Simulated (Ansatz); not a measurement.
# Run report: Sn₄P₁₁, molecular dynamics (part 1 of 7)

The run: molecular dynamics of Sn₄P₁₁ (disordered cell, 15 atoms in the cell). Method and program: DFT PBE, scalar-relativistic, plane waves, PAW, no spin polarisation (Ansatz 0.2.0).

It belongs to a series of runs on one base structure; here: Langevin dynamics at 2160 K from the last frame before. Figures and captions count atoms from 1; the log counts them from 0 in places.

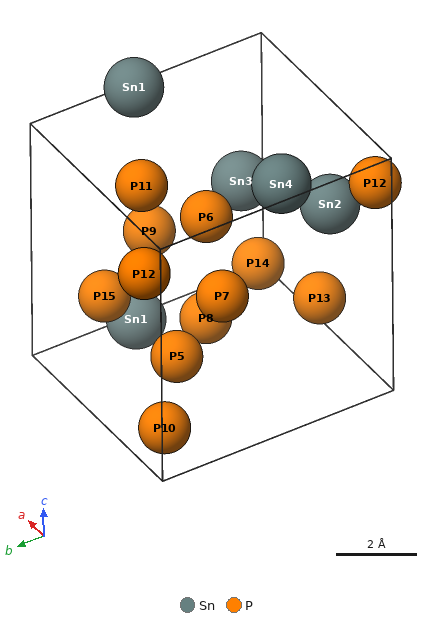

The structure as given in the input (spheres-only view of the cell of the calculation, seen at an oblique angle; atoms are numbered from 1 in the order of the input).

## Input file
```yaml
crystal:
  lattice:
    - [6.910954, -0.147709, 0.055919]
    - [-0.147709, 6.82793, -0.276122]
    - [0.055919, -0.276122, 6.817321]
  atoms:
    - { symbol: Sn, position: [0.9376074433, 0.5859812468, 0.0279014718] }
    - { symbol: Sn, position: [0.4033583598, 0.0422630907, 0.6011674843] }
    - { symbol: Sn, position: [0.8052072556, 0.2008782675, 0.5448649224] }
    - { symbol: Sn, position: [0.2249749126, 0.350168679, 0.9069119001] }
    - { symbol: P, position: [0.3351213137, 0.7472431283, 0.2573838177] }
    - { symbol: P, position: [0.4835547008, 0.5311566559, 0.6953307958] }
    - { symbol: P, position: [0.1694617232, 0.6401384637, 0.5654100679] }
    - { symbol: P, position: [0.6189267633, 0.4624506813, 0.1588206448] }
    - { symbol: P, position: [0.9232466578, 0.5335366191, 0.3959520015] }
    - { symbol: P, position: [0.1197600236, 0.9222173641, 0.1353240587] }
    - { symbol: P, position: [0.5143058713, 0.7922923637, 0.914822197] }
    - { symbol: P, position: [0.0969956806, 0.0166692821, 0.8497364878] }
    - { symbol: P, position: [0.4102930852, 0.0871583321, 0.2101512526] }
    - { symbol: P, position: [0.7618006343, 0.1552521857, 0.1946727786] }
    - { symbol: P, position: [0.7739361589, 0.8120800132, 0.3049152961] }
  symmetry: { detect: false }
basis:
  ecutwfc: 420
  xc_grid: 1
kpoints:
  mp_grid: { grid: [1, 1, 1], shift: [0.25, 0.25, 0.25] }
hamiltonian:
  xc: pbe
scf:
  occupations: { method: fermi_dirac, width: 0.1861 }
  lower_state_search: "off"
  convergence: { dr2_threshold: 1.0e-05 }
output:
  forces: true
  stress: true
md:
  timestep: 3.0
  n_steps: 241
  ensemble: nvt_langevin
  friction: 0.03
  temperature: 2160.0
  initial_velocities: maxwell_boltzmann
  seed: 43951
```

Run as:
```bash
ansatz run input.yaml --threads 2 --pin off --max-ram 5120MiB --backend cpu --events-out ev --progress --plain --runs-dir out
```

## The program's output
```
Warning: scf.convergence.dr2_threshold = 1e-5 eV is looser than this run's default, which is 1e-7 eV or tighter. The error in the forces grows as the threshold's square root, so leave the key out unless less accurate forces are enough
Warning: output.stress: scf.convergence.dr2_threshold = 1e-5 eV is looser than the 1.5e-9 eV advised for a printed stress (1e-10 eV for each atom of the cell: 15). What an SCF threshold leaves in a stress goes as its square root, and in the free energy as the threshold itself, and one threshold admits the most on a small cell: of the crystals measured, under no hybrid functional and no lock of the moments, on runs that ended without the residual-converged pass, on stresses that held no estimate of that error, the worst erred by over 100 MPa in a component at 1e-7 eV an atom and by under 5 at 1e-10. Set scf.convergence.dr2_threshold to 1.5e-9 eV or tighter. The threshold is an SCF's pass mark: one that does not reach it within its budget of iterations ends unconverged, or closes short of it on a stop that the run arms, and scf.convergence.dr2_threshold's page says what that costs each kind of run
band count auto-derived: 74 (N_el = 111.0; filled up to band 56; 71 by the electrons, moments and atoms)
Engine: ansatz 0.2.0, aarch64-unknown-linux-gnu
Pseudopotentials: kind: paw
Pseudopotential: Sn, paw, valence charge 14, recommended cutoff 420 eV (normal), Sn.paw.azcp
Pseudopotential: P, paw, valence charge 5, recommended cutoff 420 eV (normal), P.paw.azcp
Functional definition: PBE
  parameter kappa = 0.804
  parameter beta = 0.06672455060314922
  exchange = pbe_x(kappa = kappa, mu = beta*pi^2/3)
  correlation = pbe_c(beta = beta)
Crystal: 15 atoms, lattice volume = 321.000 Å³
Basis set: ecut = 420 eV, 6279 PW (Γ)
Bands: 74, of which v1, the nominal top of the filled ones, is band 56 counted from 1 (55 counted from 0)
Symmetry: 1 space group operations
k-points: 1
Non-local potential: Sn, projectors of the file, l = 0: 2, l = 1: 2, l = 2: 2, l = 3: 2
Non-local potential: P, projectors of the file, l = 0: 2, l = 1: 2, l = 2: 2
PAW form: soft (Blöchl's): semilocal exchange-correlation on the pseudo side does not see the compensation charge
PAW one-centre angular grid: Sn, 590 points (default); XC on 64 Gauss nodes
PAW one-centre angular grid: P, 110 points (default); XC on 64 Gauss nodes
Initial density: superposition of atomic densities (neutral atoms: chi_scale 0, normalization atom), corrected by the library's trained network
Initial wavefunctions: pseudopotential atomic-orbital guess
Functional: x = pbe(κ = 0.804, μ = 0.2195149727645171), c = pbe(β = 0.06672455060314922)
SCF iter   1: F=—  HF=-32401.634655 eV  |F-HF|=—  |Δ(HF+E_count)|=         —  Δρ=8.72e-3  dr2=6.05e-1  ethr=1.77e-3  ⟨swp⟩=9.0  Hψ=367  notcnv=0
preconditioner: auto → Kerker (q_TF=auto, 2.286 Å⁻¹)  [metal: Δε(μ)=0.219 eV  Ē_g=8.276 eV  σ=0.186 eV  W_gap=0.27  n_scr=70 (ndim 8)  ℏωp=17.5 eV  f_vac=0.005  D(μ)=7.43/eV (n_scr^D=42)]
SCF iter   2: F=—  HF=-32401.547865 eV  |F-HF|=—  |Δ(HF+E_count)|=   8.68e-2  Δρ=4.56e-3  dr2=1.44e-1  ethr=5.45e-4  ⟨swp⟩=1.0  Hψ=86  notcnv=0
SCF iter   3: F=—  HF=-32401.522416 eV  |F-HF|=—  |Δ(HF+E_count)|=   2.54e-2  Δρ=1.04e-3  dr2=6.12e-3  ethr=1.29e-4  ⟨swp⟩=2.0  Hψ=91  notcnv=0
SCF iter   4: F=—  HF=-32401.522739 eV  |F-HF|=—  |Δ(HF+E_count)|=   3.23e-4  Δρ=3.73e-4  dr2=1.04e-3  ethr=5.51e-6  ⟨swp⟩=2.0  Hψ=107  notcnv=0
SCF iter   5: F=—  HF=-32401.522842 eV  |F-HF|=—  |Δ(HF+E_count)|=   1.02e-4  Δρ=1.39e-4  dr2=1.58e-4  ethr=9.38e-7  ⟨swp⟩=2.0  Hψ=92  notcnv=0
SCF iter   6: F=—  HF=-32401.522866 eV  |F-HF|=—  |Δ(HF+E_count)|=   2.41e-5  Δρ=5.14e-5  dr2=2.13e-5  ethr=1.43e-7  ⟨swp⟩=2.0  Hψ=97  notcnv=0
SCF iter   7: F=-32401.522871 eV  HF=-32401.522871 eV  |F-HF|=6.77e-7  |Δ(HF+E_count)|=   5.61e-6  Δρ=1.93e-5  dr2=3.04e-6  ethr=9.01e-9  ⟨swp⟩=5.0  Hψ=249  notcnv=0
SCF 1 converged in 7 iterations: F = -32401.522871 eV  dr2 = 3.04e-6
  greatest PAW one-centre occupation: 0.992 electrons in one spin orbital (limit 2), on the Sn atom at site 1 (counted from 0), in its partial waves of l = 2
md step     0: t =     0.00 fs  T =  2016.0 K  F+E_penalty+E_count = -32401.52287062 eV  E_kin = 3.908822 eV  P_inst = 6.8354 GPa  (7 SCF iters)
Initial density: handed on by an earlier stage of this run
Initial wavefunctions: those handed on with the density
iter 1 solved again at ethr=1.64e-5 eV; its pass at ethr=3.10e-3 eV (dr2=1.83e-2 eV) is discarded
SCF iter   1: F=—  HF=-32401.448417 eV  |F-HF|=—  |Δ(HF+E_count)|=         —  Δρ=2.15e-3  dr2=1.84e-2  ethr=1.64e-5  ⟨swp⟩=2.0  Hψ=496  notcnv=0
preconditioner: auto → Kerker (q_TF=auto, 2.286 Å⁻¹)  [metal: Δε(μ)=0.214 eV  Ē_g=8.257 eV  σ=0.186 eV  W_gap=0.27  n_scr=70 (ndim 8)  ℏωp=17.5 eV  f_vac=0.005  D(μ)=7.89/eV (n_scr^D=52)]
SCF iter   2: F=—  HF=-32401.445792 eV  |F-HF|=—  |Δ(HF+E_count)|=   2.63e-3  Δρ=1.19e-3  dr2=4.66e-3  ethr=1.64e-5  ⟨swp⟩=1.0  Hψ=74  notcnv=0
SCF iter   3: F=—  HF=-32401.445052 eV  |F-HF|=—  |Δ(HF+E_count)|=   7.41e-4  Δρ=2.17e-4  dr2=1.99e-4  ethr=4.20e-6  ⟨swp⟩=2.0  Hψ=91  notcnv=0
SCF iter   4: F=—  HF=-32401.445079 eV  |F-HF|=—  |Δ(HF+E_count)|=   2.78e-5  Δρ=6.85e-5  dr2=2.74e-5  ethr=1.79e-7  ⟨swp⟩=2.0  Hψ=111  notcnv=0
SCF iter   5: F=-32401.445082 eV  HF=-32401.445083 eV  |F-HF|=7.52e-7  |Δ(HF+E_count)|=   3.58e-6  Δρ=2.52e-5  dr2=5.94e-6  ethr=9.01e-9  ⟨swp⟩=5.0  Hψ=254  notcnv=0
SCF 2 converged in 5 iterations: F = -32401.445082 eV  dr2 = 5.94e-6
[... from here on the iterations of each SCF are left out, up to the last one ...]
md step     1: t =     3.00 fs  T =  1532.5 K  F+E_penalty+E_count = -32401.44508221 eV  E_kin = 2.971417 eV  P_inst = 6.4752 GPa  (5 SCF iters)
[... from here on the SCF iterations and repeated set-up lines of each step are left out, up to the last step ...]
SCF 3 converged in 5 iterations: F = -32401.398935 eV  dr2 = 7.82e-6
md step     2: t =     6.00 fs  T =  1671.8 K  F+E_penalty+E_count = -32401.39893524 eV  E_kin = 3.241382 eV  P_inst = 6.5616 GPa  (5 SCF iters)
SCF 4 converged in 6 iterations: F = -32401.407858 eV  dr2 = 2.37e-6
md step     3: t =     9.00 fs  T =  1518.8 K  F+E_penalty+E_count = -32401.40785804 eV  E_kin = 2.944898 eV  P_inst = 6.4911 GPa  (6 SCF iters)
SCF 5 converged in 5 iterations: F = -32401.466413 eV  dr2 = 8.75e-6
md step     4: t =    12.00 fs  T =  1648.2 K  F+E_penalty+E_count = -32401.46641292 eV  E_kin = 3.195729 eV  P_inst = 6.6514 GPa  (5 SCF iters)
SCF 6 converged in 4 iterations: F = -32401.628413 eV  dr2 = 2.97e-6
md step     5: t =    15.00 fs  T =  1694.0 K  F+E_penalty+E_count = -32401.62841333 eV  E_kin = 3.284412 eV  P_inst = 6.6166 GPa  (4 SCF iters)
SCF 7 converged in 3 iterations: F = -32401.834076 eV  dr2 = 8.77e-6
md step     6: t =    18.00 fs  T =  1545.4 K  F+E_penalty+E_count = -32401.83407607 eV  E_kin = 2.996322 eV  P_inst = 6.3348 GPa  (3 SCF iters)
SCF 8 converged in 4 iterations: F = -32401.997927 eV  dr2 = 2.70e-6
md step     7: t =    21.00 fs  T =  1771.6 K  F+E_penalty+E_count = -32401.99792697 eV  E_kin = 3.435021 eV  P_inst = 6.4096 GPa  (4 SCF iters)
SCF 9 converged in 4 iterations: F = -32402.134274 eV  dr2 = 2.47e-6
md step     8: t =    24.00 fs  T =  2020.0 K  F+E_penalty+E_count = -32402.13427405 eV  E_kin = 3.916644 eV  P_inst = 6.6441 GPa  (4 SCF iters)
SCF 10 converged in 4 iterations: F = -32402.262989 eV  dr2 = 6.63e-6
md step     9: t =    27.00 fs  T =  1912.7 K  F+E_penalty+E_count = -32402.26298932 eV  E_kin = 3.708534 eV  P_inst = 6.6703 GPa  (4 SCF iters)
SCF 11 converged in 6 iterations: F = -32402.398712 eV  dr2 = 5.68e-8
md step    10: t =    30.00 fs  T =  2048.1 K  F+E_penalty+E_count = -32402.39871166 eV  E_kin = 3.971035 eV  P_inst = 6.6982 GPa  (6 SCF iters)
SCF 12 converged in 3 iterations: F = -32402.510547 eV  dr2 = 6.71e-6
md step    11: t =    33.00 fs  T =  2301.8 K  F+E_penalty+E_count = -32402.51054678 eV  E_kin = 4.463002 eV  P_inst = 6.8016 GPa  (3 SCF iters)
SCF 13 converged in 3 iterations: F = -32402.590985 eV  dr2 = 7.07e-6
md step    12: t =    36.00 fs  T =  2049.6 K  F+E_penalty+E_count = -32402.59098464 eV  E_kin = 3.973988 eV  P_inst = 6.7299 GPa  (3 SCF iters)
SCF 14 converged in 4 iterations: F = -32402.689727 eV  dr2 = 4.59e-6
md step    13: t =    39.00 fs  T =  1785.8 K  F+E_penalty+E_count = -32402.68972743 eV  E_kin = 3.462533 eV  P_inst = 6.5715 GPa  (4 SCF iters)
SCF 15 converged in 4 iterations: F = -32402.767264 eV  dr2 = 2.01e-6
md step    14: t =    42.00 fs  T =  1949.2 K  F+E_penalty+E_count = -32402.76726357 eV  E_kin = 3.779359 eV  P_inst = 6.6057 GPa  (4 SCF iters)
SCF 16 converged in 4 iterations: F = -32402.815938 eV  dr2 = 5.57e-6
md step    15: t =    45.00 fs  T =  2257.5 K  F+E_penalty+E_count = -32402.81593790 eV  E_kin = 4.377100 eV  P_inst = 6.7653 GPa  (4 SCF iters)
SCF 17 converged in 4 iterations: F = -32402.880794 eV  dr2 = 3.40e-6
md step    16: t =    48.00 fs  T =  2427.5 K  F+E_penalty+E_count = -32402.88079354 eV  E_kin = 4.706609 eV  P_inst = 6.7087 GPa  (4 SCF iters)
SCF 18 converged in 4 iterations: F = -32402.947125 eV  dr2 = 2.92e-6
md step    17: t =    51.00 fs  T =  2694.5 K  F+E_penalty+E_count = -32402.94712535 eV  E_kin = 5.224301 eV  P_inst = 6.5458 GPa  (4 SCF iters)
SCF 19 converged in 4 iterations: F = -32403.001057 eV  dr2 = 3.43e-6
md step    18: t =    54.00 fs  T =  2729.9 K  F+E_penalty+E_count = -32403.00105698 eV  E_kin = 5.292939 eV  P_inst = 6.1906 GPa  (4 SCF iters)
SCF 20 converged in 4 iterations: F = -32403.074179 eV  dr2 = 6.73e-6
md step    19: t =    57.00 fs  T =  2862.3 K  F+E_penalty+E_count = -32403.07417876 eV  E_kin = 5.549732 eV  P_inst = 5.8524 GPa  (4 SCF iters)
SCF 21 converged in 6 iterations: F = -32403.122886 eV  dr2 = 5.17e-7
md step    20: t =    60.00 fs  T =  3114.1 K  F+E_penalty+E_count = -32403.12288590 eV  E_kin = 6.037994 eV  P_inst = 5.6050 GPa  (6 SCF iters)
SCF 22 converged in 4 iterations: F = -32403.108210 eV  dr2 = 1.08e-6
md step    21: t =    63.00 fs  T =  3153.0 K  F+E_penalty+E_count = -32403.10821014 eV  E_kin = 6.113383 eV  P_inst = 5.2466 GPa  (4 SCF iters)
SCF 23 converged in 3 iterations: F = -32403.025130 eV  dr2 = 5.73e-6
md step    22: t =    66.00 fs  T =  2550.7 K  F+E_penalty+E_count = -32403.02512999 eV  E_kin = 4.945457 eV  P_inst = 4.5676 GPa  (3 SCF iters)
SCF 24 converged in 4 iterations: F = -32402.917424 eV  dr2 = 8.69e-7
md step    23: t =    69.00 fs  T =  2928.2 K  F+E_penalty+E_count = -32402.91742408 eV  E_kin = 5.677403 eV  P_inst = 4.6838 GPa  (4 SCF iters)
SCF 25 converged in 3 iterations: F = -32402.821823 eV  dr2 = 6.07e-6
md step    24: t =    72.00 fs  T =  3026.6 K  F+E_penalty+E_count = -32402.82182310 eV  E_kin = 5.868368 eV  P_inst = 4.7299 GPa  (3 SCF iters)
SCF 26 converged in 4 iterations: F = -32402.781921 eV  dr2 = 3.65e-6
md step    25: t =    75.00 fs  T =  2905.0 K  F+E_penalty+E_count = -32402.78192074 eV  E_kin = 5.632418 eV  P_inst = 4.7834 GPa  (4 SCF iters)
SCF 27 converged in 4 iterations: F = -32402.755147 eV  dr2 = 8.28e-6
md step    26: t =    78.00 fs  T =  2711.0 K  F+E_penalty+E_count = -32402.75514703 eV  E_kin = 5.256300 eV  P_inst = 4.8924 GPa  (4 SCF iters)
SCF 28 converged in 4 iterations: F = -32402.677531 eV  dr2 = 3.99e-6
md step    27: t =    81.00 fs  T =  2260.9 K  F+E_penalty+E_count = -32402.67753059 eV  E_kin = 4.383612 eV  P_inst = 4.8330 GPa  (4 SCF iters)
SCF 29 converged in 4 iterations: F = -32402.643625 eV  dr2 = 5.86e-6
md step    28: t =    84.00 fs  T =  2304.3 K  F+E_penalty+E_count = -32402.64362547 eV  E_kin = 4.467716 eV  P_inst = 5.0381 GPa  (4 SCF iters)
SCF 30 converged in 4 iterations: F = -32402.710038 eV  dr2 = 6.70e-6
md step    29: t =    87.00 fs  T =  2454.6 K  F+E_penalty+E_count = -32402.71003818 eV  E_kin = 4.759283 eV  P_inst = 5.3450 GPa  (4 SCF iters)
SCF 31 converged in 6 iterations: F = -32402.838651 eV  dr2 = 4.97e-7
md step    30: t =    90.00 fs  T =  2301.6 K  F+E_penalty+E_count = -32402.83865129 eV  E_kin = 4.462649 eV  P_inst = 5.5746 GPa  (6 SCF iters)
SCF 32 converged in 4 iterations: F = -32402.977415 eV  dr2 = 4.79e-6
md step    31: t =    93.00 fs  T =  2460.4 K  F+E_penalty+E_count = -32402.97741543 eV  E_kin = 4.770441 eV  P_inst = 6.0758 GPa  (4 SCF iters)
SCF 33 converged in 4 iterations: F = -32403.114665 eV  dr2 = 1.68e-6
md step    32: t =    96.00 fs  T =  2146.3 K  F+E_penalty+E_count = -32403.11466548 eV  E_kin = 4.161493 eV  P_inst = 6.3380 GPa  (4 SCF iters)
SCF 34 converged in 4 iterations: F = -32403.237265 eV  dr2 = 1.25e-6
md step    33: t =    99.00 fs  T =  1982.2 K  F+E_penalty+E_count = -32403.23726489 eV  E_kin = 3.843197 eV  P_inst = 6.7148 GPa  (4 SCF iters)
SCF 35 converged in 4 iterations: F = -32403.278808 eV  dr2 = 1.31e-6
md step    34: t =   102.00 fs  T =  2316.2 K  F+E_penalty+E_count = -32403.27880754 eV  E_kin = 4.490926 eV  P_inst = 7.5184 GPa  (4 SCF iters)
SCF 36 converged in 4 iterations: F = -32403.177270 eV  dr2 = 1.78e-6
md step    35: t =   105.00 fs  T =  1973.7 K  F+E_penalty+E_count = -32403.17726964 eV  E_kin = 3.826857 eV  P_inst = 8.1033 GPa  (4 SCF iters)
SCF 37 converged in 4 iterations: F = -32402.926597 eV  dr2 = 2.33e-6
md step    36: t =   108.00 fs  T =  2278.1 K  F+E_penalty+E_count = -32402.92659661 eV  E_kin = 4.416996 eV  P_inst = 9.2530 GPa  (4 SCF iters)
SCF 38 converged in 4 iterations: F = -32402.567799 eV  dr2 = 4.06e-6
md step    37: t =   111.00 fs  T =  2195.5 K  F+E_penalty+E_count = -32402.56779855 eV  E_kin = 4.256830 eV  P_inst = 10.1022 GPa  (4 SCF iters)
SCF 39 converged in 4 iterations: F = -32402.380457 eV  dr2 = 6.89e-6
md step    38: t =   114.00 fs  T =  2061.2 K  F+E_penalty+E_count = -32402.38045701 eV  E_kin = 3.996372 eV  P_inst = 10.5070 GPa  (4 SCF iters)
SCF 40 converged in 4 iterations: F = -32402.540260 eV  dr2 = 7.10e-6
md step    39: t =   117.00 fs  T =  2036.3 K  F+E_penalty+E_count = -32402.54026030 eV  E_kin = 3.948278 eV  P_inst = 10.3208 GPa  (4 SCF iters)
SCF 41 converged in 5 iterations: F = -32402.780299 eV  dr2 = 6.42e-6
md step    40: t =   120.00 fs  T =  2151.7 K  F+E_penalty+E_count = -32402.78029866 eV  E_kin = 4.171876 eV  P_inst = 9.9347 GPa  (5 SCF iters)
SCF 42 converged in 4 iterations: F = -32402.975016 eV  dr2 = 4.77e-6
md step    41: t =   123.00 fs  T =  1995.1 K  F+E_penalty+E_count = -32402.97501580 eV  E_kin = 3.868283 eV  P_inst = 9.2181 GPa  (4 SCF iters)
SCF 43 converged in 4 iterations: F = -32403.220043 eV  dr2 = 7.92e-6
md step    42: t =   126.00 fs  T =  2086.7 K  F+E_penalty+E_count = -32403.22004258 eV  E_kin = 4.045913 eV  P_inst = 8.2737 GPa  (4 SCF iters)
SCF 44 converged in 5 iterations: F = -32403.434920 eV  dr2 = 2.16e-6
md step    43: t =   129.00 fs  T =  2064.0 K  F+E_penalty+E_count = -32403.43491960 eV  E_kin = 4.001940 eV  P_inst = 7.1572 GPa  (5 SCF iters)
SCF 45 converged in 4 iterations: F = -32403.461057 eV  dr2 = 4.27e-6
md step    44: t =   132.00 fs  T =  2131.4 K  F+E_penalty+E_count = -32403.46105721 eV  E_kin = 4.132504 eV  P_inst = 6.3546 GPa  (4 SCF iters)
SCF 46 converged in 4 iterations: F = -32403.376079 eV  dr2 = 3.21e-6
md step    45: t =   135.00 fs  T =  2035.8 K  F+E_penalty+E_count = -32403.37607924 eV  E_kin = 3.947185 eV  P_inst = 5.6821 GPa  (4 SCF iters)
SCF 47 converged in 4 iterations: F = -32403.258414 eV  dr2 = 2.80e-6
md step    46: t =   138.00 fs  T =  2038.7 K  F+E_penalty+E_count = -32403.25841446 eV  E_kin = 3.952823 eV  P_inst = 5.3211 GPa  (4 SCF iters)
SCF 48 converged in 4 iterations: F = -32403.128425 eV  dr2 = 2.12e-6
md step    47: t =   141.00 fs  T =  1782.4 K  F+E_penalty+E_count = -32403.12842485 eV  E_kin = 3.455874 eV  P_inst = 5.0408 GPa  (4 SCF iters)
SCF 49 converged in 4 iterations: F = -32403.090092 eV  dr2 = 3.63e-6
md step    48: t =   144.00 fs  T =  2033.6 K  F+E_penalty+E_count = -32403.09009213 eV  E_kin = 3.942888 eV  P_inst = 5.0102 GPa  (4 SCF iters)
SCF 50 converged in 4 iterations: F = -32403.186587 eV  dr2 = 4.99e-6
md step    49: t =   147.00 fs  T =  2118.3 K  F+E_penalty+E_count = -32403.18658730 eV  E_kin = 4.107256 eV  P_inst = 4.5902 GPa  (4 SCF iters)
SCF 51 converged in 6 iterations: F = -32403.337727 eV  dr2 = 5.80e-8
md step    50: t =   150.00 fs  T =  2112.6 K  F+E_penalty+E_count = -32403.33772684 eV  E_kin = 4.096101 eV  P_inst = 4.0319 GPa  (6 SCF iters)
SCF 52 converged in 4 iterations: F = -32403.498430 eV  dr2 = 2.41e-6
md step    51: t =   153.00 fs  T =  2215.1 K  F+E_penalty+E_count = -32403.49842988 eV  E_kin = 4.294917 eV  P_inst = 3.5683 GPa  (4 SCF iters)
SCF 53 converged in 4 iterations: F = -32403.630558 eV  dr2 = 3.09e-6
md step    52: t =   156.00 fs  T =  2218.1 K  F+E_penalty+E_count = -32403.63055849 eV  E_kin = 4.300599 eV  P_inst = 3.1647 GPa  (4 SCF iters)
SCF 54 converged in 3 iterations: F = -32403.719356 eV  dr2 = 7.95e-6
md step    53: t =   159.00 fs  T =  2290.1 K  F+E_penalty+E_count = -32403.71935612 eV  E_kin = 4.440211 eV  P_inst = 3.0153 GPa  (3 SCF iters)
SCF 55 converged in 4 iterations: F = -32403.777655 eV  dr2 = 4.01e-6
md step    54: t =   162.00 fs  T =  2482.0 K  F+E_penalty+E_count = -32403.77765542 eV  E_kin = 4.812334 eV  P_inst = 3.0858 GPa  (4 SCF iters)
SCF 56 converged in 4 iterations: F = -32403.840695 eV  dr2 = 4.84e-6
md step    55: t =   165.00 fs  T =  2314.9 K  F+E_penalty+E_count = -32403.84069527 eV  E_kin = 4.488283 eV  P_inst = 2.9845 GPa  (4 SCF iters)
SCF 57 converged in 4 iterations: F = -32403.926349 eV  dr2 = 3.03e-6
md step    56: t =   168.00 fs  T =  2521.3 K  F+E_penalty+E_count = -32403.92634926 eV  E_kin = 4.888470 eV  P_inst = 3.1523 GPa  (4 SCF iters)
SCF 58 converged in 4 iterations: F = -32403.916808 eV  dr2 = 3.35e-6
md step    57: t =   171.00 fs  T =  2637.3 K  F+E_penalty+E_count = -32403.91680813 eV  E_kin = 5.113459 eV  P_inst = 3.4919 GPa  (4 SCF iters)
SCF 59 converged in 4 iterations: F = -32403.775858 eV  dr2 = 3.77e-6
md step    58: t =   174.00 fs  T =  2578.0 K  F+E_penalty+E_count = -32403.77585785 eV  E_kin = 4.998486 eV  P_inst = 4.0255 GPa  (4 SCF iters)
SCF 60 converged in 4 iterations: F = -32403.516070 eV  dr2 = 4.26e-6
md step    59: t =   177.00 fs  T =  2517.3 K  F+E_penalty+E_count = -32403.51606956 eV  E_kin = 4.880783 eV  P_inst = 4.8805 GPa  (4 SCF iters)
SCF 61 converged in 5 iterations: F = -32403.152468 eV  dr2 = 7.89e-6
md step    60: t =   180.00 fs  T =  2625.2 K  F+E_penalty+E_count = -32403.15246804 eV  E_kin = 5.090046 eV  P_inst = 6.0546 GPa  (5 SCF iters)
SCF 62 converged in 4 iterations: F = -32402.787336 eV  dr2 = 6.70e-6
md step    61: t =   183.00 fs  T =  2682.9 K  F+E_penalty+E_count = -32402.78733605 eV  E_kin = 5.201815 eV  P_inst = 7.1481 GPa  (4 SCF iters)
SCF 63 converged in 4 iterations: F = -32402.548694 eV  dr2 = 3.88e-6
```
